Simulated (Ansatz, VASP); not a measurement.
# CdS (Greenockite): VASP beside Ansatz

Aim: how closely do two programs agree when they are given the same cell, functional and k mesh? The cell comes out of the VASP series on this material, whose earlier steps may have relaxed, scaled or displaced it; both programs get it as it stands.

Method: plane waves, with VASP 6.6.1 beside it; relaxation of cell and atoms at LDA, in Ansatz 0.2.0.

## (1) Starting point

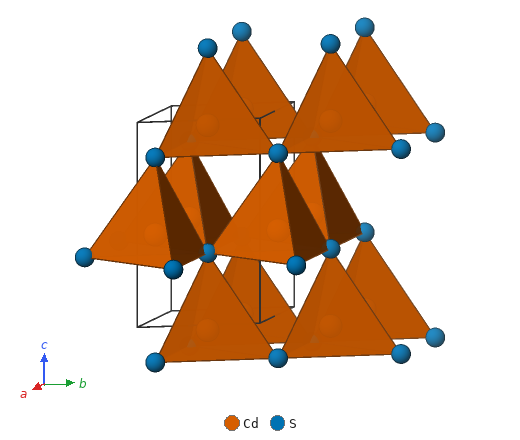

The cell as given, slightly off an axis (cadmium orange, sulfur blue). 2×2×1 cells are drawn. Some periodic images of atoms are drawn too.

## (2) Ansatz: relaxation of cell and atoms, LDA

Ansatz runs on its default PAW (the set named soft_2) files.

The relaxed volume is the usual yardstick between codes: its relative difference is about their pressure difference at one cell divided by the bulk modulus.

Input file input.yaml:

```yaml
crystal:
  lattice:
    - [4.0827005159, 0.0, 0.0]
    - [-2.0413502579, 3.5357223628, 0.0]
    - [0.0, 0.0, 6.6551851882]
  atoms:
    - { symbol: Cd, position: [0.6666666667, 0.3333333333, 0.4995805106] }
    - { symbol: Cd, position: [0.3333333333, 0.6666666667, 0.9995805106] }
    - { symbol: S, position: [0.6666666667, 0.3333333333, 0.8754194894] }
    - { symbol: S, position: [0.3333333333, 0.6666666667, 0.3754194894] }
hamiltonian:
  xc: lda
  pseudopotentials: { kind: paw }
kpoints:
  mp_grid: { grid: [6, 6, 4] }
scf:
  occupations: { method: gaussian, width: 0.03 }
relax:
  f_tol: 0.01
  max_steps: 60
  cell: { stress_tol: 0.05 }
output:
  forces: true
  stress: true
  write_density: true
  write_potential: true
  elf: true
  volumetric_format: npy
```

Launch:

```console
> ansatz run input.yaml --threads 4 --pin off --max-ram 9216MiB --backend cpu --events-out ev --progress --plain --runs-dir out
```

Numbers of over 12 decimals in the logs are rounded to 6 here.

The log of the run:

```text
Engine: ansatz 0.2.0, x86_64-unknown-linux-gnu
Pseudopotentials: kind: paw
Pseudopotential: Cd, paw, valence charge 20, recommended cutoff 420 eV (normal), Cd.paw.azcp
Pseudopotential: S, paw, valence charge 6, recommended cutoff 420 eV (normal), S.paw.azcp
Functional definition: SPW92
  exchange = slater_x
  correlation = pw_c
Crystal: 4 atoms, lattice volume = 96.070 Å³
Basis set: ecut = 420 eV, 1847 PW (Γ)
Bands: 32, of which v1, the nominal top of the filled ones, is band 26 counted from 1 (25 counted from 0)
Symmetry: 12 space group operations
Space group: P63mc (ITA 186), of the structure as read, at distance tolerance 4.6e-5 Å
k-points: 21 of 144 (time reversal used)
Non-local potential: Cd, projectors of the file, l = 0: 3, l = 1: 2, l = 2: 2, l = 3: 1
Non-local potential: S, projectors of the file, l = 0: 2, l = 1: 2, l = 2: 2
PAW form: soft (Blöchl's): semilocal exchange-correlation on the pseudo side does not see the compensation charge
PAW frozen core: Cd, regenerated for the run's functional, and the local potential with it (the file was generated under x = pbe(κ = 0.804, μ = 0.219515), c = pbe(β = 0.066725))
PAW frozen core: S, regenerated for the run's functional, and the local potential with it (the file was generated under x = pbe(κ = 0.804, μ = 0.219515), c = pbe(β = 0.066725))
PAW one-centre angular grid: Cd, 590 points (default); XC on 64 Gauss nodes
PAW one-centre angular grid: S, 110 points (default); XC on 64 Gauss nodes
Initial density: superposition of atomic densities (neutral atoms: chi_scale 0, normalization atom), corrected by the library's trained network
Initial wavefunctions: pseudopotential atomic-orbital guess
Functional: x = slater, c = lda
SCF iter   1: F=—  HF=-17977.310336 eV  |F-HF|=—  |Δ(HF+E_count)|=         —  Δρ=8.31e-3  dr2=6.27e-2  ethr=1.77e-3  ⟨swp⟩=6.2  Hψ=2735  notcnv=0
preconditioner: auto → Resta (q_TF=auto, 2.463 Å⁻¹)  ε∞=4.9  [insulator: Δε(μ)=0.917 eV  Ē_g=11.578 eV  σ=0.030 eV  W_gap=1.00  n_scr=22 (ndim 8)  ℏωp=22.7 eV  f_vac=0.118  D(μ)=0.00/eV (n_scr^D=0)  ε∞_Penn≈4.9]
SCF iter   2: F=—  HF=-17977.293605 eV  |F-HF|=—  |Δ(HF+E_count)|=   1.67e-2  Δρ=3.44e-3  dr2=1.18e-2  ethr=1.21e-4  ⟨swp⟩=3.0  Hψ=1403  notcnv=0  defer=35
SCF iter   3: F=—  HF=-17977.290133 eV  |F-HF|=—  |Δ(HF+E_count)|=   3.47e-3  Δρ=9.49e-4  dr2=7.61e-4  ethr=2.27e-5  ⟨swp⟩=2.0  Hψ=755  notcnv=0  defer=35
SCF iter   4: F=—  HF=-17977.289990 eV  |F-HF|=—  |Δ(HF+E_count)|=   1.43e-4  Δρ=2.55e-4  dr2=8.16e-5  ethr=1.46e-6  ⟨swp⟩=2.0  Hψ=1015  notcnv=0  defer=35
SCF iter   5: F=—  HF=-17977.290002 eV  |F-HF|=—  |Δ(HF+E_count)|=   1.23e-5  Δρ=7.16e-5  dr2=6.21e-6  ethr=1.57e-7  ⟨swp⟩=2.9  Hψ=1104  notcnv=0  defer=35
SCF iter   6: F=—  HF=-17977.290005 eV  |F-HF|=—  |Δ(HF+E_count)|=   3.25e-6  Δρ=1.27e-5  dr2=2.15e-7  ethr=1.19e-8  ⟨swp⟩=2.2  Hψ=796  notcnv=0  defer=35
SCF iter   7: F=-17977.290006 eV  HF=-17977.290006 eV  |F-HF|=2.67e-9  |Δ(HF+E_count)|=   1.43e-7  Δρ=3.04e-6  dr2=9.24e-9  ethr=1.92e-10  ⟨swp⟩=7.5  Hψ=3632  notcnv=0
SCF 1 converged in 7 iterations: F = -17977.290006 eV  dr2 = 9.24e-9
  greatest PAW one-centre occupation: 1.000 electrons in one spin orbital (limit 2), on the Cd atom at site 1 (counted from 0), in its partial waves of l = 0
relax step   1: F+E_penalty+E_count = -17977.29000560 eV  Δ(F+E_penalty+E_count) = +0.000e0 eV  max|allowed force component| = 5.228e-3 eV/Å  Δτ_max = 0.0000 Å  P = -0.463 GPa  Ω = 96.070 Å³  (7 SCF iters, dr2 threshold 1.00e-7 eV, accepted)
[...]
relax step   2: F+E_penalty+E_count = -17977.29105122 eV  Δ(F+E_penalty+E_count) = -1.046e-3 eV  max|allowed force component| = 2.627e-3 eV/Å  Δτ_max = 0.0006 Å  P = +0.002 GPa  Ω = 95.403 Å³  energy of the carried Pulay correction = +7.063e-5 eV  (4 SCF iters, dr2 threshold 4.00e-7 eV, accepted)
[...]
relax step   3: F+E_penalty+E_count = -17977.29097974 eV  Δ(F+E_penalty+E_count) = +7.149e-5 eV  max|allowed force component| = 2.620e-3 eV/Å  Δτ_max = 0.0000 Å  P = +0.002 GPa  Ω = 95.403 Å³  stress off target by 1.08e-2 GPa  SCF on the basis re-selected at this cell (its energy is not comparable with the rows above)  (5 SCF iters)
basis re-selected at this cell: Δ(F+E_penalty+E_count) = +7.149e-5 eV, ΔP = +0.000 GPa vs the last step (what re-selecting the basis moved, of the pressure what is left beyond the Pulay correction that the steps carried, after the strain that the cell walked since its last selection, with what the two solves' SCF thresholds leave and, on support functions, any second-order correction that the steps lacked; it is no m [...]
SCF converged after 5 iterations
Free energy (F): -17977.290980 eV
Harris-Foulkes:  -17977.290980 eV  (|F-HF|=3.64e-12)
Internal energy: -17977.290980 eV  (E = F + TS)
E sigma→0 (E₀):  -17977.290980 eV
Fermi energy:    7.714874 eV
--- Per-component energies (eV) ---
  E_band       = -1003.643532
  E_kinetic    = 1225.811118
  E_local      = -7927.999079  (includes V_loc(G=0)·N_el)
  E_nonlocal   = 140.821169
  E_hartree    = 3635.021550
  E_xc         = -543.909945
  E_vxc        = -618.742972  (∫ρ·V_xc dr)
  E_paw        = -9032.466014  (= ΣΔE_a)
  E_vpaw       = -1093.576879  (= ΣTr[D̂ρ^β])
  E_aug_tail   = 0.000026  (compensation charges beyond the density's cutoff)
  E_ewald      = -5476.409338
  E_core_change = 1.839533  (= ΣΔE_core)
  E_smearing   = -0.000000  (= −TS)
  E_closure    = 0.000000  (closes the sum)
  Σ components = -17977.290980   (vs F -17977.290980, Δ=0.00e0)
--- Forces (eV/Å), atoms counted from 1 ---
  atom   1  Cd    -0.00000000    -0.00000000    -0.00262052
  atom   2  Cd     0.00000000     0.00000000    -0.00262052
  atom   3  S     -0.00000000    -0.00000000     0.00262019
  atom   4  S      0.00000000     0.00000000     0.00262019
  max |Σ_I F_I| component: 6.69e-7 eV/Å
--- Stress (GPa, compression-positive) ---
       -0.002132      -0.000000       0.000000
       -0.000000      -0.002132       0.000000
        0.000000       0.000000       0.010791
  P = ⅓ Tr σ = 0.0022 GPa (0.022 kbar)
--- Band table (eV; the first three rows and the last of 21) ---
  k-point 0: bands = [... 22 lower, 6.3673, 7.1401, 7.2018, 7.2018, 8.2273, 9.8091, 13.4690, 13.4690, ... 2 higher]
  k-point 1: bands = [... 22 lower, 6.4817, 6.4817, 7.0709, 7.0709, 9.1735, 9.8880, 13.2596, 13.5429, ... 2 higher]
  k-point 2: bands = [... 22 lower, 6.7680, 6.7680, 6.7680, 6.7680, 9.9060, 9.9060, 13.1851, 13.1851, ... 2 higher]
  k-point 20: bands = [... 22 lower, 4.5156, 4.5156, 5.9560, 5.9560, 11.4550, 11.4550, 13.0610, 13.0610, ... 2 higher]
--- Relaxed structure (2 steps of the walk, 2 accepted, 1 SCFs on fresh bases) ---
  F+E_penalty+E_count = -17977.29097974 eV   max|allowed force component| = 2.620e-3 eV/Å   (the final SCF, on the basis selected at the relaxed cell)
  cell:  # Å, volume = 95.4025 Å³
    - [4.073917, -2.8805459943109912e-11, 0]
    - [-2.036959, 3.528116, 0]
    - [0.0, 0, 6.637503]
  atoms:
    - { symbol: Cd, position: [0.666667, 0.333333, 0.499493] }
    - { symbol: Cd, position: [0.333333, 0.666667, 0.999493] }
    - { symbol: S, position: [0.666667, 0.333333, 0.875507] }
    - { symbol: S, position: [0.333333, 0.666667, 0.375507] }
```

It took 3.8 s on 4 threads of Intel Xeon Platinum 8488C (Sapphire Rapids), shared host; peak memory 0.42 GiB; 10 s of CPU time.

## (3) VASP: relaxation of cell and atoms, LDA

The same cell, functional (in two slightly different forms), mesh and smearing now go to VASP, with its own data sets and cutoff.

Lines of VASP's logs that name or quote its potential files are left out, and so is its time.

Input file INCAR:

```
SYSTEM = CdS
PREC = Accurate
ENCUT = 450
EDIFF = 1E-06
NELM = 100
ISMEAR = 0
SIGMA = 0.03
LREAL = .FALSE.
ALGO = Normal
GGA = CA
NBANDS = 24
LORBIT = 11
LWAVE = .FALSE.
LCHARG = .FALSE.
KPAR = 4
IBRION = 2
NSW = 50
ISIF = 3
EDIFFG = -0.01
```

Input file POSCAR:

```
CdS
1.0
    4.0827005159      0.0000000000      0.0000000000
   -2.0413502579      3.5357223628      0.0000000000
    0.0000000000      0.0000000000      6.6551851882
Cd S
2 2
Direct
    0.6666666667      0.3333333333      0.4995805106
    0.3333333333      0.6666666667      0.9995805106
    0.6666666667      0.3333333333      0.8754194894
    0.3333333333      0.6666666667      0.3754194894
```

Input file KPOINTS:

```
Automatic mesh
0
Gamma
6 6 4
0 0 0
```

Potentials, in the order of the species: Cd and S (LDA family, release 64).

Launch:

```console
> mpirun -np 4 vasp_std
```

The log of the run:

```text
[banner, memory and clock lines left out]
running    4 mpi-ranks, on    1 nodes
 distrk:  each k-point on    1 cores,    4 groups
 distr:  one band on    1 cores,    1 groups

 POSCAR found type information on POSCAR CdS
 POSCAR found :  2 types and       4 ions
 LDA part: xc-table for (Slater(with rela. corr.)+CA(PZ))
 , standard interpolation
 POSCAR, INCAR and KPOINTS ok, starting setup
 FFT: planning ... GRIDC
 FFT: planning ... GRID_SOFT
 FFT: planning ... GRID
 WAVECAR not read
 entering main loop
       N       E                     dE             d eps       ncg     rms          rms(c)
DAV:   1     0.230592065152E+03    0.23059E+03   -0.16436E+04  1008   0.124E+03
DAV:   2    -0.404877968274E+01   -0.23464E+03   -0.22838E+03  1184   0.327E+02
DAV:   3    -0.157320482570E+02   -0.11683E+02   -0.11618E+02  1200   0.747E+01
DAV:   4    -0.158416881813E+02   -0.10964E+00   -0.10961E+00  1200   0.713E+00
DAV:   5    -0.158436087274E+02   -0.19205E-02   -0.19205E-02  1264   0.897E-01    0.123E+01
DAV:   6    -0.148630531045E+02    0.98056E+00   -0.20591E+00  1344   0.160E+01    0.940E+00
DAV:   7    -0.148306013513E+02    0.32452E-01   -0.76474E-01  1168   0.498E+00    0.364E+00
DAV:   8    -0.148163735844E+02    0.14228E-01   -0.12875E-01  1200   0.363E+00    0.562E-01
DAV:   9    -0.148146770587E+02    0.16965E-02   -0.20184E-02  1288   0.187E+00    0.157E-01
DAV:  10    -0.148144046447E+02    0.27241E-03   -0.12268E-03  1288   0.408E-01    0.784E-02
DAV:  11    -0.148144162383E+02   -0.11594E-04   -0.11505E-04  1200   0.684E-02    0.922E-02
DAV:  12    -0.148144377444E+02   -0.21506E-04   -0.61323E-05  1128   0.379E-02    0.148E-01
DAV:  13    -0.148145632497E+02   -0.12551E-03   -0.18543E-04  1104   0.692E-02    0.351E-01
DAV:  14    -0.148149868148E+02   -0.42357E-03   -0.45759E-04  1064   0.938E-02    0.616E-01
DAV:  15    -0.148148285881E+02    0.15823E-03   -0.49882E-05  1064   0.403E-02    0.531E-01
DAV:  16    -0.148147589012E+02    0.69687E-04   -0.16120E-05  1120   0.177E-02    0.480E-01
DAV:  17    -0.148144629218E+02    0.29598E-03   -0.44687E-04  1040   0.905E-02    0.160E-01
DAV:  18    -0.148144266289E+02    0.36293E-04   -0.11220E-04  1176   0.493E-02    0.138E-02
DAV:  19    -0.148144261107E+02    0.51827E-06   -0.13562E-06   936   0.650E-03
   1 F= -.14814426E+02 E0= -.14814426E+02  d E =-.148144E+02
 curvature:   0.00 expect dE= 0.000E+00 dE for cont linesearch  0.000E+00
 trial: gam= 0.00000 g(F)=  0.336E-05 g(S)=  0.571E-04 ort = 0.000E+00 (trialstep = 0.100E+01)
 search vector abs. value=  0.604E-04
 bond charge predicted
       N       E                     dE             d eps       ncg     rms          rms(c)
DAV:   1    -0.148151480003E+02   -0.72137E-03   -0.15899E-02  1096   0.133E+00    0.200E-01
DAV:   2    -0.148145072750E+02    0.64073E-03   -0.18524E-03  1120   0.549E-01    0.715E-02
DAV:   3    -0.148144516745E+02    0.55601E-04   -0.16730E-04  1168   0.112E-01    0.633E-02
DAV:   4    -0.148144428392E+02    0.88353E-05   -0.10862E-05  1016   0.264E-02    0.129E-02
DAV:   5    -0.148144411080E+02    0.17312E-05   -0.56697E-06   912   0.297E-02    0.424E-03
DAV:   6    -0.148144411403E+02   -0.32229E-07   -0.53658E-07   528   0.679E-03
   2 F= -.14814441E+02 E0= -.14814441E+02  d E =-.150296E-04
 trial-energy change:   -0.000015  1 .order   -0.000017   -0.000060    0.000026
 step:   0.6964(harm=  0.6964)  dis= 0.00014  next Energy=   -14.814447 (dE=-0.210E-04)
 reached required accuracy - stopping structural energy minimisation
```

Parts of OUTCAR (step 3):

```text
ion  position               nearest neighbor table
   1  0.667  0.333  0.500-   4 2.50   4 2.50   4 2.50   3 2.50
   2  0.333  0.667  1.000-   3 2.50   3 2.50   3 2.50   4 2.50
   3  0.667  0.333  0.875-   2 2.50   2 2.50   2 2.50   1 2.50
   4  0.333  0.667  0.375-   1 2.50   1 2.50   1 2.50   2 2.50

  LATTYP: Found a hexagonal cell.
 ALAT       =     4.0827005159
 C/A-ratio  =     1.6300938955

 Subroutine GETGRP returns: Found 12 space group operations
 (whereof  6 operations were pure point group operations)

The static configuration has the point symmetry C_3v.
 The point group associated with its full space group is C_6v.

 Found     21 irreducible k-points:

   k-points           NKPTS =     21   k-points in BZ     NKDIM =     21   number of bands    NBANDS=     24

   dimension x,y,z NGX =    28 NGY =   28 NGZ =   48
   dimension x,y,z NGXF=    56 NGYF=   56 NGZF=   96

   ENCUT  =  450.0 eV  33.07 Ry    5.75 a.u.   7.06  7.06 11.51*2*pi/ulx,y,z

   NELECT =      36.0000    total number of electrons

 k-points in reciprocal lattice and weights: Automatic mesh
   0.00000000  0.00000000  0.00000000       0.007
   0.16666667 -0.00000000  0.00000000       0.042
   0.33333333  0.00000000  0.00000000       0.042
   0.50000000  0.00000000  0.00000000       0.021
   0.16666667  0.16666667  0.00000000       0.042
   0.33333333  0.16666667  0.00000000       0.083
   0.33333333  0.33333333  0.00000000       0.014
   0.00000000  0.00000000  0.25000000       0.014
   0.16666667 -0.00000000  0.25000000       0.083
[...]
0.33333333  0.16666667  0.50000000       0.083
   0.33333333  0.33333333  0.50000000       0.014

 average (electrostatic) potential at core
       1 -39.8914       2 -39.8914       3 -89.6120       4 -89.6120

 E-fermi :   1.5704

 k-point     1 :       0.0000    0.0000    0.0000
  band No.  band energies     occupation
    ...
     14       0.6041      2.00000
     15       0.6041      2.00000
     16       1.3706      2.00000
     17       1.4322      2.00000
     18       1.4322      2.00000
     19       2.4732      0.00000
     20       4.0590      0.00000
     21       7.7202      0.00000
     22       7.7202      0.00000
     23       8.0016      0.00000
    ...

 k-point     2 :       0.1667   -0.0000    0.0000
  band No.  band energies     occupation
    ...
     14      -0.4584      2.00000
     15       0.1389      2.00000
     16       0.2551      2.00000
     17       1.1493      2.00000
     18       1.2243      2.00000
     19       3.6778      0.00000
     20       4.9777      0.00000
     21       6.9748      0.00000
     22       8.0632      0.00000
     23       8.1080      0.00000
    ...

 k-point     3 :       0.3333    0.0000    0.0000
  band No.  band energies     occupation
    ...
     14      -1.7825      2.00000
     15      -1.2970      2.00000
     16      -0.3458      2.00000
     17       0.5099      2.00000
     18       0.8080      2.00000
     19       4.7590      0.00000
     20       5.2491      0.00000
     21       6.6041      0.00000
     22       7.4970      0.00000
     23       8.3603      0.00000
    ...

  Total        0.0223796      0.0223796      0.0124221      0.0000000      0.0000000     -0.0000000
  in kB        0.3737662      0.3737662      0.2074640      0.0000000      0.0000000     -0.0000000
  external PRESSURE =       0.3183321 kB  Pullay stress =       0.0000000 kB

  energy-cutoff  :      450.00
  volume of cell :       95.93
      direct lattice vectors                 reciprocal lattice vectors
     4.080699066 -0.000000000  0.000000000     0.245056051  0.141483177  0.000000000
    -2.040349533  3.533989057  0.000000000     0.000000000  0.282966354  0.000000000
     0.000000000  0.000000000  6.652152229    -0.000000000 -0.000000000  0.150327287

 POSITION                                       TOTAL-FORCE (eV/Angst)
 -----------------------------------------------------------------------------------
      2.04035      1.17800      3.32308        -0.000000     -0.000000     -0.001559
     -0.00000      2.35599      6.64916         0.000000     -0.000000     -0.001559
      2.04035      1.17800      5.82362        -0.000000      0.000000      0.001559
     -0.00000      2.35599      2.49755         0.000000     -0.000000      0.001559
 -----------------------------------------------------------------------------------
    total drift:                               -0.000000      0.000000      0.000201

  FREE ENERGIE OF THE ION-ELECTRON SYSTEM (eV)
  ---------------------------------------------------
  free  energy   TOTEN  =       -14.8144411403 eV

  energy  without entropy=      -14.8144411403  energy(sigma->0) =      -14.81444114

 reached required accuracy - stopping structural energy minimisation

 total charge
# of ion       s       p       d       tot
------------------------------------------
    1        0.447   0.355   9.554  10.355
    2        0.447   0.355   9.554  10.355
    3        1.322   2.393   0.000   3.714
    4        1.322   2.393   0.000   3.714
--------------------------------------------------
tot          3.537   5.494  19.109  28.140

[... 3 further parts left out ...]
```

## (4) Side by side

Known differences besides the PAW data sets themselves: the two LDA forms differ slightly; both relaxations stop at a tolerance, which leaves soft axes loose, and VASP keeps its plane-wave basis; the data sets hold 52 valence electrons in Ansatz (default PAW (the set named soft_2) files) and 36 in VASP; the cutoff is 420 eV in Ansatz and 450 eV in VASP; Ansatz makes its cores anew for this functional, VASP keeps those of its LDA data sets; Ansatz adds a Pulay correction to the stress that steers its cell, VASP none. Total energies have different zeros and are not compared.

Compared:

```csv
quantity,Ansatz,VASP,difference
volume (Å³),95.40,95.93,-0.55 %
"edge a after relaxation, in the typed setting (Å)",4.074,4.081,-0.17 %
"edge c after relaxation, in the typed setting (Å)",6.638,6.652,-0.22 %
```

The walks stopped with 0.00 GPa left in Ansatz and 0.03 GPa in VASP; each walk ends within a tolerance, so the volume difference is uncertain by about these residues over the bulk modulus, most in soft cells.

## (5) Results

| Property | Result |
| --- | --- |
| difference in volume (relaxation of cell and atoms, LDA) | -0.55 % |

**Reading.** The difference in volume is -0.55 % (relaxation of cell and atoms, LDA), within the 1.2 % picked in this series as the mark of a large difference, as far as the stopping tolerances let one tell. Differences of this kind measure data sets and numerical settings, not the functional's error against experiment.

[Lines on the potential files, build, host, timing and source positions are cut from VASP's logs without a mark.]

[Logs are printed without paths, hosts, clocks, repeated set-up lines and the standing remarks that a program may print on its own settings, such as how far it seeks lower states.]

[Hosts, paths, dates, database ids (printed as entryN), source tags and the programs' standing remarks are cut or masked in the printed files.]
